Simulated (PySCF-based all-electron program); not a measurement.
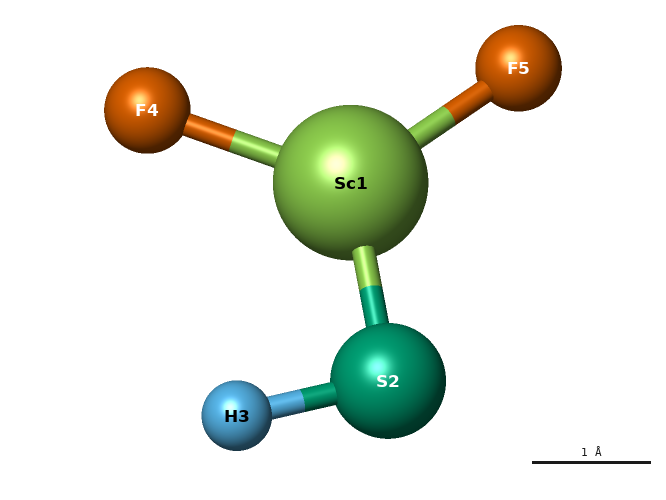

(Drawn from a calculation with PySCF-based all-electron program.)

The atoms are numbered. Charge 0, singlet. Geometry: a fixed input geometry, not necessarily a minimum.

Give the bond lengths.

| bond | length (Å) |
| --- | --- |
| Sc1–S2 | 1.896 |
| Sc1–F4 | 1.840 |
| Sc1–F5 | 1.840 |
| S2–H3 | 1.350 |
